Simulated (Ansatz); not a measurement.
# Series on glassy 32SiO2-46B2O3-11MgO-11CaO (mol %), by quench rate

Does a slower quench leave a cell of lower energy?

Computed with Ansatz 0.2.0: Kohn-Sham DFT, PBE, PAW (set soft_2). Every run is a single point, with the atoms held where the recipe put them (cutoff of the plane-wave runs 420 eV, fixed occupations).

First member: 137 atoms (12 Si, 34 B, 4 Mg, 4 Ca, 83 O) placed at random at 2.18 g/cm³, melted at 3000 K for 20 ps at fixed volume with the Buckingham and Coulomb pair potential of Guillot and Sator (Geochim. Cosmochim. Acta 71, 1249 (2007)) with the boron terms of Wang et al. (J. Non-Cryst. Solids 498, 294 (2018)). Quenched from 3000 K to 300 K at 10 K/ps and fixed volume, held 10 ps at zero pressure.

Last member: 137 atoms (12 Si, 34 B, 4 Mg, 4 Ca, 83 O) placed at random at 2.18 g/cm³, melted at 3000 K for 20 ps at fixed volume with the Buckingham and Coulomb pair potential of Guillot and Sator (Geochim. Cosmochim. Acta 71, 1249 (2007)) with the boron terms of Wang et al. (J. Non-Cryst. Solids 498, 294 (2018)). Quenched from 3000 K to 300 K at 1000 K/ps and fixed volume, held 10 ps at zero pressure.

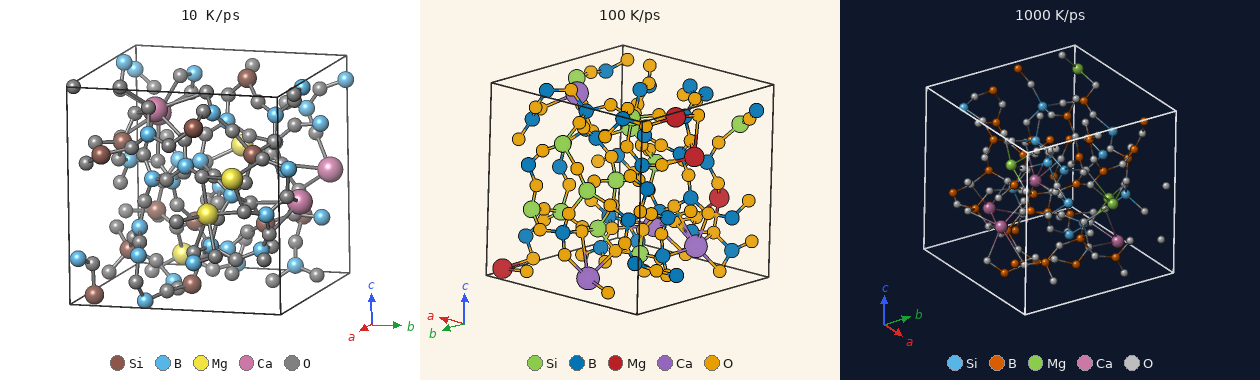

Three members of the series, labelled by quench rate. Bonds to atoms that aren't drawn are left out. Some periodic images of atoms are drawn too.

The members:

```csv
quench rate (K/ps),reduced formula,atoms,valence electrons,k-mesh,basis,density (g/cm³)
10,Ca4Mg4Si12B34O83,137,728,1×1×1,plane waves,2.46
30,Ca4Mg4Si12B34O83,137,728,1×1×1,plane waves,2.36
100,Ca4Mg4Si12B34O83,137,728,1×1×1,plane waves,2.52
300,Ca4Mg4Si12B34O83,137,728,1×1×1,plane waves,2.49
1000,Ca4Mg4Si12B34O83,137,728,1×1×1,plane waves,2.52
```

Each cell is one sample from a classical run, so sample-to-sample scatter enters every column; pressures lack the kinetic term.

The input of the first member, without its atom lines; other members have their own cell and atoms, and may differ in mesh, basis and outputs:

```yaml
crystal:
  lattice:
    - [11.55833, 0.0, 0.0]
    - [0.0, 11.55833, 0.0]
    - [0.0, 0.0, 11.55833]
  atoms:
    [... 137 lines ...]
kpoints:
  mp_grid: { grid: [1, 1, 1] }
hamiltonian:
  xc: pbe
scf:
  occupations: { method: fixed }
output:
  forces: true
  stress: true
  populations: true
  dos:
    method: { smearing: { sigma: 0.1 } }
    de: 0.1
    projected: { site_lists: { B: [B], Ca: [Ca], Mg: [Mg], O: [O], Si: [Si] } }
  eigenvalues: true
  write_density: true
  write_potential: true
  volumetric_format: npy
```

**Question.** How do the results, the time and the memory go along the series?

Results; charges are mean Löwdin charges in e:

```csv
quench rate (K/ps),energy less the first member's (meV/atom),pressure (GPa),r.m.s. force (eV/Å),gap (eV),q(Ca),q(Mg),q(Si)
10,0.0,-3.20,1.16,3.09,+1.81,+1.66,+1.75
30,-5.7,-3.28,1.14,2.66,+1.81,+1.66,+1.76
100,-5.8,-2.43,1.11,3.23,+1.82,+1.66,+1.75
300,-3.1,-2.24,1.16,2.80,+1.79,+1.67,+1.76
1000,-5.2,-2.47,1.12,3.14,+1.80,+1.65,+1.75
```

The gap is that between the highest filled and lowest empty Kohn-Sham level on the run's k-points; tail or defect levels can set it, and semilocal functionals tend to put gaps under measured ones. The projection misses up to 0.055 e an atom, so the charges add up to more than the cell's charge.

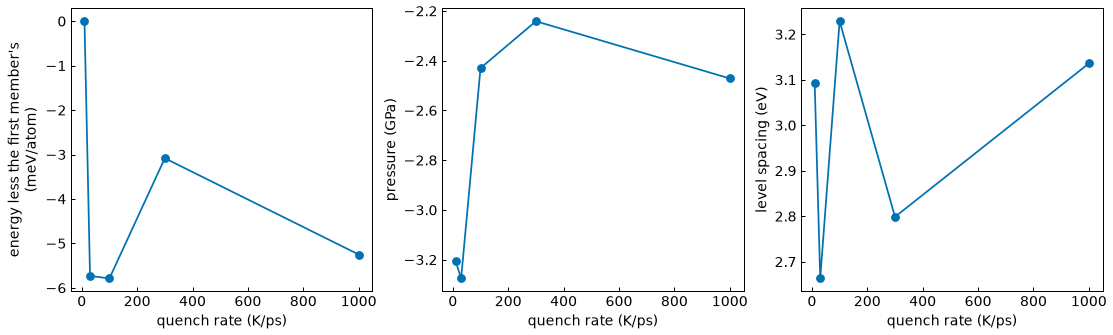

Results against quench rate.

Cost on 8 threads of Arm Neoverse V1, shared host:

```
quench rate (K/ps)  atoms        basis  k-mesh  SCF cycles  time  host memory (GiB)
                10    137  plane waves   1×1×1          11  25 s                2.4
                30    137  plane waves   1×1×1          11  26 s                2.5
               100    137  plane waves   1×1×1          10  22 s                2.3
               300    137  plane waves   1×1×1          10  22 s                2.3
              1000    137  plane waves   1×1×1           9  22 s                2.4
```

Times include the outputs that each run asked for, on hosts shared with other jobs.

What the series shows: The energy against the first member is lowest at 100 K/ps (-5.8 meV/atom) and highest at 10 K/ps (0.0 meV/atom), with no steady trend; each member is a single configuration. The slowest quench doesn't give the lowest energy; that at 100 K/ps does, by 5.8 meV/atom, which single samples of this size can't show to be real. The gap is lowest at 30 K/ps (2.66 eV) and highest at 100 K/ps (3.23 eV), with no steady trend; in single samples it varies with the configuration. The mean charge on Ca is lowest at 300 K/ps (+1.79 e) and highest at 100 K/ps (+1.82 e). The density spans 2.36 to 2.52 g/cm³, so the columns mix its effect with that of the quench rate. The pressure is lowest at 30 K/ps (-3.3 GPa) and highest at 300 K/ps (-2.2 GPa). The cells differ in volume and aren't at zero pressure, which adds to their energy differences.

**Limits.** The starting topology of bonds comes from the classical model, and needn't be the one that DFT or experiment would give. The cells aren't relaxed by DFT, which could reorder their energies. Even the slowest of these quenches is many orders faster than a laboratory quench.

[Logs are printed without paths, hosts, clocks, repeated set-up lines and the standing remarks that a program may print on its own settings, such as how far it seeks lower states.]

[Hosts, paths, dates, database ids (printed as entryN), source tags and the programs' standing remarks are cut or masked in the printed files.]
